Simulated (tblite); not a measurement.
**C2H10NO2Si2: geometry relaxation (part 4 of 4)**

C2H10NO2Si2, multiplicity 2; GFN2-xTB geometry optimisation, gas phase (tblite 0.8.0). It belongs to a series of runs on one base structure; here: H removed from Si.

Geometry of the input (Å):
```
C  -1.4686  0.6624  0.6313
N  -0.8219  -0.4186  -0.1136
C  -1.4940  -1.6832  0.2343
Si 0.8809  -0.3997  -0.3422
O  1.1057  -1.3512  -1.6590
O  1.3296  1.1385  -0.6538
Si 2.7269  2.0064  -0.8817
H  -1.1474  1.6547  0.2780
H  -1.2670  0.6048  1.7092
H  -2.5682  0.6390  0.4918
H  -1.1804  -2.5033  -0.4201
H  -1.3248  -1.9779  1.2732
H  -2.5912  -1.5908  0.0914
H  1.5614  -0.9614  0.8521
H  0.3826  -1.2479  -2.3046
H  2.3765  3.3977  -1.2388
H  3.4928  2.0426  0.3956
```

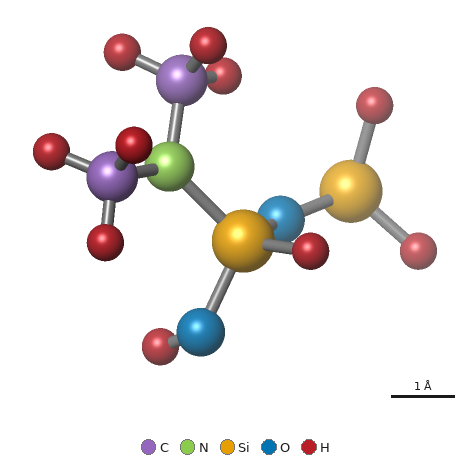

Figure 1. The geometry at step 151 of the log (ball-and-stick view, seen at a tilt).

### Trajectory as extended XYZ, continued
```
17
Properties=species:S:1:pos:R:3:forces:R:3 step=133 energy=-653.44443
C    -1.2790    0.7830    0.6461   -0.0040  -0.0100  -0.0060
N    -0.7529   -0.3817   -0.0226   -0.0280  -0.0260  -0.0160
C    -1.5948   -1.5397    0.1619   -0.0140  -0.0040   0.0050
Si    0.9271   -0.5712   -0.3331   -0.0040  -0.0250   0.0170
O     1.1877   -1.7579   -1.4052   -0.0450  -0.0080  -0.0180
O     1.4345    0.8444   -0.9406   -0.0080   0.0070   0.0180
Si    2.1823    2.2767   -0.8635    0.0270  -0.0040   0.0270
H    -0.6646    1.6447    0.4059    0.0240   0.0100   0.0010
H    -1.3018    0.6571    1.7360    0.0120  -0.0150   0.0010
H    -2.3011    0.9746    0.3075   -0.0030  -0.0060  -0.0230
H    -1.1827   -2.3887   -0.3774    0.0400   0.0500   0.0040
H    -1.6828   -1.8153    1.2212   -0.0030   0.0250  -0.0330
H    -2.5988   -1.3289   -0.2219    0.0330  -0.0190   0.0240
H     1.7868   -0.9833    0.7688    0.0050   0.0190   0.0100
H     0.8938   -1.6611   -2.3077   -0.0010   0.0030   0.0130
H     1.3871    3.1744   -0.0302    0.0070   0.0060   0.0030
H     3.5523    2.0851   -0.4022   -0.0390  -0.0030  -0.0270
17
Properties=species:S:1:pos:R:3:forces:R:3 step=137 energy=-653.44712
C    -1.3062    0.7826    0.6298    0.0170  -0.0150  -0.0330
N    -0.7631   -0.3821   -0.0265    0.0260   0.0180   0.0060
C    -1.5878   -1.5485    0.1718    0.0250   0.0050  -0.0020
Si    0.9204   -0.5629   -0.3294   -0.0210   0.0340  -0.0210
O     1.1896   -1.7416   -1.4086   -0.0490  -0.0050  -0.0150
O     1.4227    0.8608   -0.9258   -0.0030   0.0070   0.0430
Si    2.1885    2.2847   -0.8478   -0.0650  -0.0050   0.0020
H    -0.7036    1.6485    0.3756    0.0220   0.0270   0.0150
H    -1.3291    0.6717    1.7216    0.0250  -0.0210  -0.0140
H    -2.3305    0.9528    0.2870   -0.0090   0.0050  -0.0210
H    -1.1589   -2.3930   -0.3586    0.0200  -0.0060  -0.0080
H    -1.6725   -1.8111    1.2322    0.0070  -0.0100   0.0370
H    -2.5934   -1.3565   -0.2103   -0.0360  -0.0140  -0.0300
H     1.7799   -0.9811    0.7687    0.0120   0.0150   0.0300
H     0.8841   -1.6488   -2.3078    0.0010   0.0050   0.0180
H     1.4676    3.1609    0.0722    0.0020  -0.0110  -0.0020
H     3.5852    2.0756   -0.5010    0.0250  -0.0290  -0.0050
17
Properties=species:S:1:pos:R:3:forces:R:3 step=140 energy=-653.44945
C    -1.3166    0.7823    0.6202    0.0230   0.0200  -0.0110
N    -0.7638   -0.3833   -0.0234    0.0070  -0.0020  -0.0200
C    -1.5842   -1.5514    0.1775    0.0000  -0.0070   0.0130
Si    0.9185   -0.5616   -0.3281    0.0120   0.0060   0.0300
O     1.1806   -1.7401   -1.4101   -0.0330   0.0240  -0.0070
O     1.4153    0.8670   -0.9139   -0.0100   0.0030   0.0090
Si    2.1790    2.2909   -0.8373   -0.0310   0.0080  -0.0190
H    -0.7067    1.6461    0.3725   -0.0220   0.0170   0.0210
H    -1.3543    0.6731    1.7123    0.0240  -0.0120  -0.0220
H    -2.3378    0.9503    0.2640    0.0330   0.0130  -0.0170
H    -1.1421   -2.3986   -0.3378    0.0030  -0.0090  -0.0010
H    -1.6780   -1.7990    1.2412    0.0010  -0.0270   0.0230
H    -2.5886   -1.3715   -0.2171    0.0030  -0.0150  -0.0230
H     1.7883   -0.9750    0.7668   -0.0260   0.0110   0.0020
H     0.8856   -1.6339   -2.3113   -0.0020  -0.0040   0.0110
H     1.5064    3.1446    0.1364   -0.0110  -0.0030   0.0160
H     3.5913    2.0722   -0.5688    0.0270  -0.0240  -0.0040
17
Properties=species:S:1:pos:R:3:forces:R:3 step=144 energy=-653.45149
C    -1.3306    0.7820    0.6071    0.0110   0.0090   0.0010
N    -0.7669   -0.3852   -0.0235   -0.0020  -0.0040  -0.0100
C    -1.5789   -1.5578    0.1861   -0.0010  -0.0140   0.0100
Si    0.9162   -0.5575   -0.3232    0.0110   0.0080   0.0170
O     1.1735   -1.7288   -1.4141   -0.0050   0.0180  -0.0030
O     1.4070    0.8786   -0.8937   -0.0040   0.0160  -0.0060
Si    2.1755    2.3002   -0.8274    0.0120   0.0130   0.0170
H    -0.7210    1.6481    0.3679   -0.0090   0.0120   0.0020
H    -1.3820    0.6744    1.6984    0.0110  -0.0060  -0.0060
H    -2.3470    0.9452    0.2353    0.0270   0.0170  -0.0080
H    -1.1227   -2.4082   -0.3119   -0.0040  -0.0020   0.0000
H    -1.6810   -1.7914    1.2526   -0.0010  -0.0190   0.0070
H    -2.5809   -1.3945   -0.2225    0.0130  -0.0120  -0.0120
H     1.7902   -0.9758    0.7659   -0.0280   0.0040   0.0090
H     0.8747   -1.6188   -2.3133   -0.0060  -0.0010   0.0060
H     1.5640    3.1324    0.2066    0.0040  -0.0300  -0.0120
H     3.6030    2.0691   -0.6472   -0.0300  -0.0120  -0.0110
17
Properties=species:S:1:pos:R:3:forces:R:3 step=147 energy=-653.45235
C    -1.3397    0.7819    0.5985    0.0010  -0.0010   0.0070
N    -0.7697   -0.3861   -0.0255   -0.0050  -0.0030   0.0050
C    -1.5744   -1.5632    0.1921    0.0010  -0.0020   0.0020
Si    0.9145   -0.5533   -0.3195    0.0010   0.0050  -0.0080
O     1.1679   -1.7188   -1.4176    0.0210   0.0120   0.0040
O     1.4019    0.8880   -0.8787    0.0000   0.0170  -0.0120
Si    2.1770    2.3065   -0.8214    0.0100   0.0020   0.0160
H    -0.7320    1.6516    0.3664    0.0050  -0.0110  -0.0120
H    -1.3989    0.6728    1.6889   -0.0040   0.0030   0.0030
H    -2.3524    0.9427    0.2165    0.0120   0.0170   0.0040
H    -1.1091   -2.4153   -0.2943    0.0040   0.0020  -0.0040
H    -1.6809   -1.7878    1.2604   -0.0030  -0.0060  -0.0020
H    -2.5746   -1.4128   -0.2258    0.0090  -0.0060   0.0000
H     1.7867   -0.9781    0.7676   -0.0200   0.0020   0.0130
H     0.8633   -1.6078   -2.3147   -0.0090   0.0050   0.0040
H     1.6049    3.1262    0.2442    0.0000  -0.0270  -0.0100
H     3.6083    2.0657   -0.6941   -0.0240  -0.0100  -0.0100
17
Properties=species:S:1:pos:R:3:forces:R:3 step=151 energy=-653.45368
C    -1.3553    0.7812    0.5837   -0.0070   0.0030  -0.0020
N    -0.7769   -0.3896   -0.0272    0.0030   0.0120  -0.0040
C    -1.5676   -1.5736    0.2033    0.0060   0.0090  -0.0130
Si    0.9096   -0.5399   -0.3165   -0.0090  -0.0130  -0.0020
O     1.1749   -1.6942   -1.4232    0.0260  -0.0010  -0.0060
O     1.3847    0.9096   -0.8637   -0.0200  -0.0250  -0.0070
Si    2.1796    2.3161   -0.8043   -0.0390   0.0390   0.0230
H    -0.7480    1.6507    0.3490    0.0170  -0.0230   0.0150
H    -1.4251    0.6761    1.6738   -0.0030   0.0240  -0.0010
H    -2.3629    0.9426    0.1899   -0.0180  -0.0100   0.0050
H    -1.0887   -2.4267   -0.2675    0.0260  -0.0050   0.0040
H    -1.6795   -1.7823    1.2741   -0.0020  -0.0110  -0.0020
H    -2.5652   -1.4470   -0.2264   -0.0190   0.0210   0.0050
H     1.7721   -0.9700    0.7769   -0.0070   0.0110  -0.0080
H     0.8545   -1.5859   -2.3154   -0.0020   0.0030   0.0150
H     1.6781    3.0977    0.3250    0.0250  -0.0330  -0.0270
H     3.6088    2.0472   -0.7884    0.0230  -0.0010   0.0060
17
Properties=species:S:1:pos:R:3:forces:R:3 step=155 energy=-653.45466
C    -1.3615    0.7845    0.5795   -0.0040  -0.0060   0.0030
N    -0.7825   -0.3875   -0.0286   -0.0030  -0.0070   0.0050
C    -1.5666   -1.5754    0.2032   -0.0040  -0.0080   0.0040
Si    0.9044   -0.5344   -0.3177   -0.0020   0.0080  -0.0010
O     1.1863   -1.6894   -1.4196   -0.0070   0.0000  -0.0010
O     1.3688    0.9129   -0.8802    0.0010   0.0090  -0.0020
Si    2.1766    2.3114   -0.7962   -0.0060   0.0010  -0.0090
H    -0.7565    1.6509    0.3297   -0.0060   0.0130   0.0050
H    -1.4199    0.6949    1.6717    0.0120  -0.0120   0.0030
H    -2.3753    0.9366    0.1982    0.0020  -0.0010  -0.0170
H    -1.0834   -2.4230   -0.2744   -0.0080   0.0030   0.0060
H    -1.6693   -1.7915    1.2740    0.0020   0.0010  -0.0110
H    -2.5696   -1.4516   -0.2168    0.0150   0.0110   0.0010
H     1.7677   -0.9463    0.7816   -0.0030  -0.0010  -0.0040
H     0.8689   -1.5773   -2.3125    0.0050  -0.0100   0.0080
H     1.6992    3.0634    0.3600    0.0120  -0.0030   0.0050
H     3.6058    2.0338   -0.8091   -0.0070   0.0020   0.0050
17
Properties=species:S:1:pos:R:3:forces:R:3 step=158 energy=-653.45485
C    -1.3632    0.7850    0.5775   -0.0020  -0.0040   0.0010
N    -0.7833   -0.3874   -0.0293    0.0020  -0.0030   0.0050
C    -1.5649   -1.5767    0.2047    0.0000   0.0050   0.0010
Si    0.9036   -0.5327   -0.3172    0.0000   0.0010  -0.0080
O     1.1853   -1.6871   -1.4197    0.0040  -0.0040   0.0120
O     1.3653    0.9153   -0.8796    0.0000   0.0060  -0.0040
Si    2.1720    2.3141   -0.7950    0.0040   0.0050   0.0120
H    -0.7566    1.6523    0.3336   -0.0010  -0.0030  -0.0040
H    -1.4254    0.6933    1.6692   -0.0030  -0.0120   0.0030
H    -2.3741    0.9397    0.1898   -0.0050  -0.0030  -0.0030
H    -1.0781   -2.4258   -0.2664   -0.0010   0.0060  -0.0020
H    -1.6704   -1.7879    1.2758   -0.0060   0.0000   0.0000
H    -2.5659   -1.4573   -0.2204    0.0020   0.0100   0.0040
H     1.7646   -0.9465    0.7829    0.0020   0.0030  -0.0050
H     0.8695   -1.5746   -2.3128   -0.0010  -0.0080  -0.0040
H     1.7136    3.0537    0.3778    0.0120  -0.0060  -0.0080
H     3.6009    2.0346   -0.8280   -0.0080   0.0070   0.0000
17
Properties=species:S:1:pos:R:3:forces:R:3 step=162 energy=-653.45508
C    -1.3693    0.7834    0.5734    0.0060   0.0050   0.0020
N    -0.7843   -0.3888   -0.0281    0.0040   0.0070  -0.0060
C    -1.5634   -1.5784    0.2076   -0.0020   0.0010   0.0020
Si    0.9024   -0.5281   -0.3177    0.0050  -0.0010   0.0020
O     1.1902   -1.6814   -1.4196   -0.0110  -0.0020  -0.0180
O     1.3588    0.9222   -0.8787   -0.0020   0.0010  -0.0030
Si    2.1709    2.3176   -0.7902    0.0130   0.0070   0.0130
H    -0.7609    1.6495    0.3294   -0.0150   0.0050   0.0070
H    -1.4350    0.6919    1.6653   -0.0100   0.0010  -0.0110
H    -2.3792    0.9362    0.1804    0.0160  -0.0060   0.0100
H    -1.0728   -2.4272   -0.2592   -0.0080  -0.0070  -0.0070
H    -1.6722   -1.7861    1.2788    0.0000  -0.0030   0.0100
H    -2.5633   -1.4602   -0.2195   -0.0080  -0.0040  -0.0070
H     1.7635   -0.9414    0.7823    0.0080   0.0050  -0.0010
H     0.8656   -1.5738   -2.3107    0.0100  -0.0130   0.0160
H     1.7436    3.0388    0.4050    0.0010   0.0010  -0.0030
H     3.5986    2.0379   -0.8555   -0.0060   0.0010  -0.0070
17
Properties=species:S:1:pos:R:3:forces:R:3 step=165 energy=-653.45540
C    -1.3686    0.7840    0.5710   -0.0010  -0.0070   0.0030
N    -0.7802   -0.3878   -0.0274   -0.0070  -0.0100  -0.0030
C    -1.5631   -1.5758    0.2056   -0.0020  -0.0060  -0.0030
Si    0.9065   -0.5274   -0.3179   -0.0070  -0.0010   0.0010
O     1.1907   -1.6867   -1.4143   -0.0010   0.0030  -0.0020
O     1.3620    0.9220   -0.8827    0.0040   0.0020   0.0010
Si    2.1629    2.3234   -0.7811    0.0160   0.0070   0.0140
H    -0.7619    1.6519    0.3300   -0.0080   0.0060   0.0090
H    -1.4413    0.6904    1.6619    0.0030   0.0100   0.0050
H    -2.3769    0.9329    0.1739   -0.0010   0.0090  -0.0030
H    -1.0743   -2.4255   -0.2622   -0.0080  -0.0040   0.0010
H    -1.6758   -1.7858    1.2766    0.0070   0.0070  -0.0120
H    -2.5622   -1.4546   -0.2243    0.0060  -0.0030   0.0010
H     1.7697   -0.9359    0.7819    0.0080   0.0010   0.0000
H     0.8554   -1.5912   -2.3025    0.0060  -0.0060   0.0050
H     1.7581    3.0189    0.4374   -0.0010  -0.0060  -0.0100
H     3.5920    2.0592   -0.8828   -0.0160  -0.0020  -0.0060
17
Properties=species:S:1:pos:R:3:forces:R:3 step=169 energy=-653.45555
C    -1.3674    0.7851    0.5701   -0.0060   0.0020   0.0020
N    -0.7811   -0.3864   -0.0315   -0.0050   0.0020  -0.0010
C    -1.5633   -1.5747    0.2027   -0.0030  -0.0020  -0.0020
Si    0.9059   -0.5259   -0.3194    0.0020  -0.0020   0.0030
O     1.1940   -1.6897   -1.4097    0.0020  -0.0010   0.0060
O     1.3613    0.9219   -0.8885    0.0040   0.0010   0.0020
Si    2.1578    2.3250   -0.7747    0.0010   0.0020  -0.0020
H    -0.7617    1.6540    0.3298   -0.0010  -0.0030   0.0040
H    -1.4375    0.6911    1.6613    0.0000   0.0030   0.0000
H    -2.3763    0.9367    0.1753   -0.0010  -0.0010   0.0000
H    -1.0762   -2.4249   -0.2656    0.0000  -0.0020  -0.0020
H    -1.6729   -1.7838    1.2739    0.0010   0.0000  -0.0010
H    -2.5630   -1.4540   -0.2250   -0.0010   0.0010   0.0000
H     1.7689   -0.9292    0.7829    0.0050   0.0010  -0.0010
H     0.8589   -1.6016   -2.2985    0.0010  -0.0010  -0.0050
H     1.7604    3.0031    0.4552    0.0000   0.0010   0.0010
H     3.5853    2.0653   -0.8952    0.0000  -0.0020  -0.0030
```

### Summary

| quantity | value |
| --- | --- |
| outcome | converged |
| total energy | −653.4556 eV |
| hardware | 1 CPU thread, shared host |
| wall time | 1.1 s |
| peak memory | 0.18 GiB |
